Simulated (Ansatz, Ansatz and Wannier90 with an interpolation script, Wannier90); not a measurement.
# CsCdCl3 (Pm-3m): quasiparticle bands by Wannier interpolation, part 2 of 3

Wanted: quasiparticle gap and band widths of CsCdCl3 (Pm-3m) over the whole zone.

Ansatz 0.2.0; LDA, Wannier functions and G0W0, plane waves, PAW. Known limits of the many-body steps: not at the basis limit; d shell near the gap, gap tends to lie low; no spin-orbit coupling.

So far. Step 2 (LDA bands): The gap is indirect, with the least direct gap 0.59 eV higher.

The database entry behind the starting cell is an old determination (1928), so it need not match the best structure at ambient conditions.

### 4. Wannier functions by Wannier90 (Cd:5s Cl:3p) on 8×8×8

Localised functions give a small Hamiltonian that interpolates between mesh points at no cost.

This step: maximally localised Wannier functions from the overlaps of LDA states (plane waves, PAW).

The input, w.win:

```
num_iter = 1200
conv_tol = 1.0e-8
conv_window = 5
dis_num_iter = 4000
dis_conv_tol = 1.0e-8
dis_mix_ratio = 0.7
write_hr = true
use_ws_distance = false
num_print_cycles = 50
! ansatz wannier90 interface
! projections by site (counted from 0) and shell: 1 5S, 2 3P, 3 3P, 4 3P
! states of the run's bands (counted from 1): 1-33
num_bands = 33
num_wann  = 10
dis_win_min = -1.62
dis_win_max = 12.17
dis_froz_min = -1.62
dis_froz_max = 5.71
guiding_centres = true

begin unit_cell_cart
Ang
                      5.2                      0.0                      0.0
                      0.0                      5.2                      0.0
                      0.0                      0.0                      5.2
end unit_cell_cart

begin atoms_frac
Cs                       0.0                      0.0                      0.0
Cd                       0.5                      0.5                      0.5
Cl                       0.0                      0.5                      0.5
Cl                       0.5                      0.0                      0.5
Cl                       0.5                      0.5                      0.0
end atoms_frac

mp_grid = 8 8 8

[... the mesh's points ...]
```

On the command line:

```console
OMP_NUM_THREADS=1 mpirun -n 4 wannier90.x w > wannier90.x.log
```

Numbers of over 12 decimals in the logs are rounded to 6 here.

What it wrote:

```text
TEM
                                    ------

                              Lattice Vectors (Ang)
                    a_1     5.200000   0.000000   0.000000
                    a_2     0.000000   5.200000   0.000000
                    a_3     0.000000   0.000000   5.200000

                   Unit Cell Volume:     140.60800  (Ang^3)

                        Reciprocal-Space Vectors (Ang^-1)
                    b_1     1.208305   0.000000   0.000000
                    b_2     0.000000   1.208305   0.000000
                    b_3     0.000000   0.000000   1.208305

 *----------------------------------------------------------------------------*
 |   Site       Fractional Coordinate          Cartesian Coordinate (Ang)     |
 +----------------------------------------------------------------------------+
 | cs   1   0.00000   0.00000   0.00000   |    0.00000   0.00000   0.00000    |
 | cd   1   0.50000   0.50000   0.50000   |    2.60000   2.60000   2.60000    |
 | cl   1   0.00000   0.50000   0.50000   |    0.00000   2.60000   2.60000    |
 | cl   2   0.50000   0.00000   0.50000   |    2.60000   0.00000   2.60000    |
 | cl   3   0.50000   0.50000   0.00000   |    2.60000   2.60000   0.00000    |
 *----------------------------------------------------------------------------*
                                ------------
                                K-POINT GRID
                                ------------

             Grid size =  8 x  8 x  8      Total points =  512

 *---------------------------------- MAIN ------------------------------------*
 |  Number of Wannier Functions               :                10             |
 |  Number of Objective Wannier Functions     :                10             |
 |  Number of input Bloch states              :                33             |
 |  Output verbosity (1=low, 5=high)          :                 1             |
 |  Timing Level (1=low, 5=high)              :                 1             |
 |  Optimisation (0=memory, 3=speed)          :                 3             |
 |  Length Unit                               :               Ang             |
 |  Post-processing setup (write *.nnkp)      :                 F             |
 |  Using Gamma-only branch of algorithms     :                 F             |
 *----------------------------------------------------------------------------*
 *------------------------------- WANNIERISE ---------------------------------*
 |  Total number of iterations                :              1200             |
 |  Number of CG steps before reset           :                 5             |
 |  Trial step length for line search         :             2.000             |
 |  Convergence tolerence                     :         0.100E-07             |
 |  Convergence window                        :                 5             |
 |  Iterations between writing output         :                50             |
 |  Iterations between backing up to disk     :               100             |
 |  Write r^2_nm to file                      :                 F             |
 |  Write xyz WF centres to file              :                 F             |
 |  Write on-site energies <0n|H|0n> to file  :                 F             |
 |  Use guiding centre to control phases      :                 T             |
 |  Use phases for initial projections        :                 F             |
 |  Iterations before starting guiding centres:                 0             |
 |  Iterations between using guiding centres  :                 1             |
 *----------------------------------------------------------------------------*
 *------------------------------- DISENTANGLE --------------------------------*
 |  Using band disentanglement                :                 T             |
 |  Total number of iterations                :              4000             |
 |  Mixing ratio                              :             0.700             |
 |  Convergence tolerence                     :         1.000E-08             |
 |  Convergence window                        :                 3             |
 *----------------------------------------------------------------------------*
 *-------------------------------- PLOTTING ----------------------------------*
 |  Plotting Hamiltonian in WF basis          :                 T             |
 *----------------------------------------------------------------------------*

 *---------------------------------- K-MESH ----------------------------------*
 +----------------------------------------------------------------------------+
 |                    Distance to Nearest-Neighbour Shells                    |
 |                    ------------------------------------                    |
 |          Shell             Distance (Ang^-1)          Multiplicity         |
 |          -----             -----------------          ------------         |
 |             1                   0.151038                      6            |
 |             2                   0.213600                     12            |
 |             3                   0.261606                      8            |
 |             4                   0.302076                      6            |
 |             5                   0.337731                     24            |
[...]
|             2         0.000000    0.151038    0.000000                     |
 |             3         0.151038    0.000000    0.000000                     |
 +----------------------------------------------------------------------------+

 Starting a new Wannier90 calculation ...

 Reading overlaps from w.mmn    : ansatz wannier90 interface

 Reading projections from w.amn : ansatz wannier90 interface

 *------------------------------- DISENTANGLE --------------------------------*
 +----------------------------------------------------------------------------+
 |                              Energy  Windows                               |
 |                              ---------------                               |
 |                   Outer:   -1.62000  to   12.17000  (eV)                   |
 |                   Inner:   -1.62000  to    5.71000  (eV)                   |
 +----------------------------------------------------------------------------+
   Number of target bands to extract:   10

                   Unitarised projection of Wannier functions
                   ------------------------------------------
   A_mn = <psi_m|g_n> --> S = A.A^+ --> U = S^-1/2.A
   In dis_project... done
   Using an inner window (linner = T)
   In dis_proj_froz... done

                   Extraction of optimally-connected subspace
                   ------------------------------------------
 +---------------------------------------------------------------------+<-- DIS
 |  Iter     Omega_I(i-1)      Omega_I(i)      Delta (frac.)    Time   |<-- DIS
 +---------------------------------------------------------------------+<-- DIS
       1      23.09976026      22.56621069       2.364E-02      0.00    <-- DIS
       2      22.64874787      22.32545888       1.448E-02      0.01    <-- DIS
       3      22.38734583      22.17463190       9.593E-03      0.02    <-- DIS
      50      21.53953339      21.53891017       2.893E-05      0.45    <-- DIS
     100      21.53596125      21.53594247       8.724E-07      0.89    <-- DIS
     150      21.53592823      21.53592701       5.662E-08      1.33    <-- DIS

             <<<      Delta < 1.000E-08  over  3 iterations     >>>
             <<< Disentanglement convergence criteria satisfied >>>

        Final Omega_I    21.53592693 (Ang^2)

 +----------------------------------------------------------------------------+

 Writing checkpoint file w.chk... done

 *------------------------------- WANNIERISE ---------------------------------*
 +--------------------------------------------------------------------+<-- CONV
 | Iter  Delta Spread     RMS Gradient      Spread (Ang^2)      Time  |<-- CONV
 +--------------------------------------------------------------------+<-- CONV

 ------------------------------------------------------------------------------
 Initial State
  WF centre and spread    1  (  2.600000,  2.600000,  2.600000 )     3.89583249
  WF centre and spread    2  ( -0.000000,  2.600000,  2.600000 )     1.76942331
  WF centre and spread    3  ( -0.000000,  2.600000,  2.600000 )     2.48114717
  WF centre and spread    4  ( -0.000000,  2.600000,  2.600000 )     1.76942331
  WF centre and spread    5  (  2.600000,  0.000000,  2.600000 )     1.76942331
  WF centre and spread    6  (  2.600000, -0.000000,  2.600000 )     1.76942331
  WF centre and spread    7  (  2.600000, -0.000000,  2.600000 )     2.48114717
  WF centre and spread    8  (  2.600000,  2.600000,  0.000000 )     2.48114717
  WF centre and spread    9  (  2.600000,  2.600000,  0.000000 )     1.76942331
  WF centre and spread   10  (  2.600000,  2.600000,  0.000000 )     1.76942331
  Sum of centres and spreads ( 18.200000, 18.200000, 18.200000 )    21.95581388

      0     0.220E+02     0.0000000000       21.9558138775       1.68  <-- CONV
        O_D=      0.0000000 O_OD=      0.4198869 O_TOT=     21.9558139 <-- SPRD
 ------------------------------------------------------------------------------
 Cycle:      1
[...]
Sum of centres and spreads ( 18.200000, 18.200000, 18.200000 )    21.93154097

      1    -0.243E-01     0.1194493363       21.9315409748       1.70  <-- CONV
        O_D=      0.0000000 O_OD=      0.3956140 O_TOT=     21.9315410 <-- SPRD
 Delta: O_D=  0.3943533E-20 O_OD= -0.2427290E-01 O_TOT= -0.2427290E-01 <-- DLTA
 ------------------------------------------------------------------------------

             <<<     Delta < 1.000E-08  over  5 iterations     >>>
             <<< Wannierisation convergence criteria satisfied >>>

 Final State
[...]
WF centre and spread    6  (  2.600000, -0.000000,  2.600000 )     1.76754665
  WF centre and spread    7  (  2.600000, -0.000000,  2.600000 )     2.33778741
  WF centre and spread    8  (  2.600000,  2.600000,  0.000000 )     2.33778741
  WF centre and spread    9  (  2.600000,  2.600000,  0.000000 )     1.76754665
  WF centre and spread   10  (  2.600000,  2.600000,  0.000000 )     1.76754665
  Sum of centres and spreads ( 18.200000, 18.200000, 18.200000 )    21.85178728

         Spreads (Ang^2)       Omega I      =    21.535926928
        ================       Omega D      =     0.000000000
                               Omega OD     =     0.315860350
    Final Spread (Ang^2)       Omega Total  =    21.851787278
 ------------------------------------------------------------------------------

 Writing checkpoint file w.chk... done

 *---------------------------------------------------------------------------*
 |                               PLOTTING                                    |
 *---------------------------------------------------------------------------*

 *===========================================================================*
 |                             TIMING INFORMATION                            |
 *===========================================================================*
 |    Tag                                                Ncalls      Time (s)|
 |---------------------------------------------------------------------------|
 |kmesh: get                                        :         1         0.142|
 |overlap: read                                     :         1         2.593|
 |dis: main                                         :         1         1.719|
 |wann: main                                        :         1         0.699|
 |plot: main                                        :         1         0.145|
 *---------------------------------------------------------------------------*
 All done: wannier90 exiting
```

Wall time 6.4 s (4 MPI ranks of Arm Neoverse V1, shared host); 25 s of CPU time.

This step gave:

* gauge-invariant spread: 21.54 Å²
* diagonal spread: 0 Å²
* off-diagonal spread: 0.3159 Å²
* total spread: 21.85 Å²
* disentanglement steps: 185
* r.m.s. interpolation error: 4.42e-4 eV
* r.m.s. error near the gap: 3.96e-4 eV

Near the gap the model misses directly solved bands by 0.4 meV r.m.s. and by 4 meV at most in the window tested. This tests the starting bands, not the corrections carried with them.

Wannier functions, by row:

| function | x (Å) | y (Å) | z (Å) | spread (Å²) | nearest atom | distance (Å) |
| --- | --- | --- | --- | --- | --- | --- |
| 1 | 2.6 | 2.6 | 2.6 | 4.233 | Cd2 | 0 |
| 2 | 0 | 2.6 | 2.6 | 1.768 | Cl3 | 0 |
| 3 | 0 | 2.6 | 2.6 | 2.338 | Cl3 | 0 |
| 4 | 0 | 2.6 | 2.6 | 1.768 | Cl3 | 0 |
| 5 | 2.6 | 0 | 2.6 | 1.768 | Cl4 | 0 |
| 6 | 2.6 | 0 | 2.6 | 1.768 | Cl4 | 0 |
| 7 | 2.6 | 0 | 2.6 | 2.338 | Cl4 | 0 |
| 8 | 2.6 | 2.6 | 0 | 2.338 | Cl5 | 0 |
| 9 | 2.6 | 2.6 | 0 | 1.768 | Cl5 | 0 |
| 10 | 2.6 | 2.6 | 0 | 1.768 | Cl5 | 0 |

Frozen up to 2.01 eV; above it the model need not follow the bands. Electronic bands along the path, in eV, zero at the valence-band top:

| point | band 22 | band 23 | band 24 | band 25 | band 26 |
| --- | --- | --- | --- | --- | --- |
| Γ | -0.92 | -0.59 | -0.59 | -0.59 | 1.51 |
| X | -0.91 | -0.91 | -0.86 | -0.86 | 4.26 |
| M | -1.07 | -1.07 | -0.29 | -0.01 | 6.04 |
| Γ | -0.92 | -0.59 | -0.59 | -0.59 | 1.51 |
| R | -0.27 | -0.27 | 0.00 | 0.00 | 7.84 |
| X | -0.91 | -0.91 | -0.86 | -0.86 | 4.26 |
| jump to R | -0.27 | -0.27 | 0.00 | 0.00 | 7.84 |
| M | -1.07 | -1.07 | -0.29 | -0.01 | 6.04 |

The same for Kohn-Sham, solved directly:

| point | band 22 | band 23 | band 24 | band 25 | band 26 |
| --- | --- | --- | --- | --- | --- |
| Γ | -0.92 | -0.59 | -0.59 | -0.59 | 1.51 |
| X | -0.91 | -0.91 | -0.86 | -0.86 | 4.25 |
| M | -1.07 | -1.07 | -0.29 | -0.01 | 6.04 |
| Γ | -0.92 | -0.59 | -0.59 | -0.59 | 1.51 |
| R | -0.27 | -0.27 | 0.00 | 0.00 | 5.65 |
| X | -0.91 | -0.91 | -0.86 | -0.86 | 4.25 |
| R | -0.27 | -0.27 | 0.00 | 0.00 | 5.65 |
| M | -1.07 | -1.07 | -0.29 | -0.01 | 6.04 |

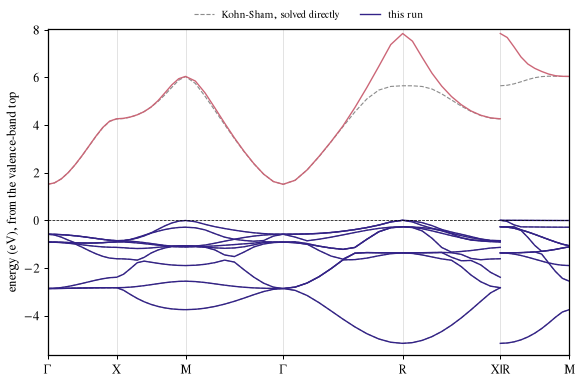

Electronic bands along the path; lines of filled and empty bands in two colours; dashed: Kohn-Sham, solved directly.

### 5. G0W0 at every point of the mesh: 4×4×4 mesh, 528 empty bands, screening to 140 eV

G0W0 replaces the xc potential by the self-energy, built once from these orbitals. Only a window of levels is corrected, while the sums run over the empty bands that the input names.

This step: G0W0 on LDA, plane waves, PAW.

The input, input.yaml:

```yaml
crystal:
  lattice:
    - [5.2, 0.0, 0.0]
    - [0.0, 5.2, 0.0]
    - [0.0, 0.0, 5.2]
  atoms:
    - { symbol: Cs, position: [0.0, 0.0, 0.0] }
    - { symbol: Cd, position: [0.5, 0.5, 0.5] }
    - { symbol: Cl, position: [0.0, 0.5, 0.5] }
    - { symbol: Cl, position: [0.5, 0.0, 0.5] }
    - { symbol: Cl, position: [0.5, 0.5, 0.0] }
kpoints:
  mp_grid: { grid: [4, 4, 4] }
hamiltonian:
  xc: lda
scf:
  occupations: { method: fixed }
gw:
  n_empty_bands: 528
  ecut_chi: 140.0
  qp_bands: [v9, c1]
  screening: { model: contour_deformation }
```

On the command line:

```console
ansatz run input.yaml --threads 4 --pin off --max-ram 18432MiB --backend cpu --events-out ev --progress --plain --runs-dir out
```

What it wrote:

```text
[...]
Crystal: 5 atoms, lattice volume = 140.608 Å³
Basis set: ecut = 420 eV, 2777 PW (Γ)
Bands: 30, of which v1, the nominal top of the filled ones, is band 25 counted from 1 (24 counted from 0)
Symmetry: 48 space group operations
[...]
k-points: 10 of 64
[...]
SCF iter   1: F=—  HF=-16762.450662 eV  |F-HF|=—  |Δ(HF+E_count)|=         —  Δρ=7.35e-3  dr2=7.21e-2  ethr=1.77e-3  ⟨swp⟩=5.0  Hψ=1097  notcnv=0  defer=19
[...]
SCF iter   7: F=-16762.426182 eV  HF=-16762.426182 eV  |F-HF|=1.63e-9  |Δ(HF+E_count)|=   2.20e-8  Δρ=1.92e-6  dr2=9.38e-9  ethr=2.00e-10  ⟨swp⟩=10.4  Hψ=1243  notcnv=0
SCF 1 converged in 7 iterations: F = -16762.426182 eV  dr2 = 9.38e-9
[...]
G₀W₀ screening: q 1/10
[... further progress lines ...]
SCF converged after 7 iterations
Free energy (F): -16762.426182 eV
[...]
Internal energy: -16762.426182 eV  (E = F + TS)
E sigma→0 (E₀):  -16762.426182 eV
Fermi energy:    3.696814 eV
[...]
--- Band table (eV; the first three rows and the last of 10) ---
  k-point 0: bands = [... 21 lower, 2.7811, 3.1106, 3.1106, 3.1106, 5.2075, 9.2588, 9.5906, 9.5906, ... 1 higher]
  k-point 1: bands = [... 21 lower, 2.7430, 2.7430, 3.0124, 3.0124, 6.4043, 9.9276, 10.1750, 10.2586, ... 1 higher]
  k-point 2: bands = [... 21 lower, 2.7886, 2.7886, 2.8411, 2.8411, 7.9503, 10.6176, 10.9254, 11.4344, ... 1 higher]
  k-point 9: bands = [... 21 lower, 3.4249, 3.4249, 3.6968, 3.6968, 9.3457, 9.3457, 9.3457, 10.9458, ... 1 higher]
--- G₀W₀: contour deformation, 7 samples at zero and on the imaginary axis and 2 off it, 64 q-points, 528 empty bands' worth ---
  eigenvalues of the whole cell's RPA ε∞ on this k-mesh (on a slab, of 1 + 4πα/V) = 3.5691, 3.5691, 3.5691; static W/v taken at q = 0 is 0.280184
  bands read: the sum over 553 bands ends inside a degenerate multiplet in 3 slots, whose members it reads at an even weight; the widest, k=2: bands 553 to 554 (counted from 1) at 1/2 each
    ik  band        ε_KS         Σx   Σc(E_QP)       V_xc       Z   E_QP_lin       E_QP  E_QP is
     0    17      0.8315   -19.6780     3.1597   -15.4498  0.7258    -0.2806    -0.2371  root
     0    18      0.8315   -19.6780     3.1597   -15.4498  0.7258    -0.2806    -0.2371  root
     0    19      0.8315   -19.6780     3.1597   -15.4498  0.7258    -0.2806    -0.2371  root
     0    20      2.7811   -20.5695     3.1214   -16.1391  0.7536     1.4285     1.4721  root
     0    21      2.7811   -20.5695     3.1214   -16.1391  0.7536     1.4285     1.4721  root
     0    22      2.7811   -20.5695     3.1214   -16.1391  0.7536     1.4285     1.4721  root
     0    23      3.1106   -21.0205     2.8379   -16.9815  0.7594     1.8776     1.9094  root
     0    24      3.1106   -21.0205     2.8379   -16.9815  0.7594     1.8776     1.9094  root
     0    25      3.1106   -21.0205     2.8379   -16.9815  0.7594     1.8776     1.9094  root
     0    26      5.2075   -10.0324    -3.7835   -14.7826  0.8144     6.1844     6.1742  root
     1    17      0.8529   -19.5624     3.1697   -15.3387  0.7244    -0.2450    -0.2010  root
     1    18      0.8529   -19.5624     3.1697   -15.3387  0.7244    -0.2450    -0.2010  root
     1    19      1.0449   -20.8936     3.0159   -16.8749  0.7348     0.0119     0.0421  root
     1    20      2.5682   -20.0777     2.7802   -16.1256  0.7569     1.3621     1.3963  root
[...]
9    22      3.4249   -21.2113     2.9510   -16.9928  0.7595     2.1218     2.1574  root
     9    23      3.4249   -21.2113     2.9510   -16.9928  0.7595     2.1218     2.1574  root
     9    24      3.6968   -24.2700     2.6042   -20.7308  0.7702     2.7465     2.7618  root
     9    25      3.6968   -24.2700     2.6042   -20.7308  0.7702     2.7465     2.7618  root
     9    26      9.3457    -6.1201    -3.9323   -11.0031  0.8221    10.3088    10.2964  root
```

Run time: 7.2 min. Hardware: 4 threads; peak memory 2.3 GiB; 28 min of CPU time.

This step gave:

```yaml
bands_summed: 553
rpa_eps_infinity_on_this_mesh_eigenvalues: 3.569, 3.569, 3.569
plane_waves_in_the_screening_matrix: 515
q_points_in_the_mesh: 64
g0w0_gap_on_the_mesh: 3.412 eV
k_of_the_valence_top: -0.5, -0.5, -0.5
k_of_the_conduction_bottom: 0, 0, 0
starting_gap_on_the_mesh: 1.511 eV
z_at_the_valence_top: 0.7702
z_at_the_conduction_bottom: 0.8144
least_direct_g0w0_gap_on_the_computed_points: 4.265 eV
```

The gap on the mesh goes from 1.51 eV to 3.41 eV, a correction of +1.90 eV. Between the two edge states, bare exchange in place of the xc potential would open the gap by 8.29 eV, and correlation takes back 6.39 eV.

(Continued in part 3 of 3.)

[Paths, hosts, dates, memory and timing lines, banners, echoed tables and standing remarks are left out of the program output.]

[Logs are printed without paths, hosts, clocks, repeated set-up lines and the standing remarks that a program may print on its own settings, such as how far it seeks lower states.]

[Runs of the session that timed out or met a known fault of the program may be left out.]

[Hosts, paths, dates, database ids (printed as entryN), source tags and the programs' standing remarks are cut or masked in the printed files.]
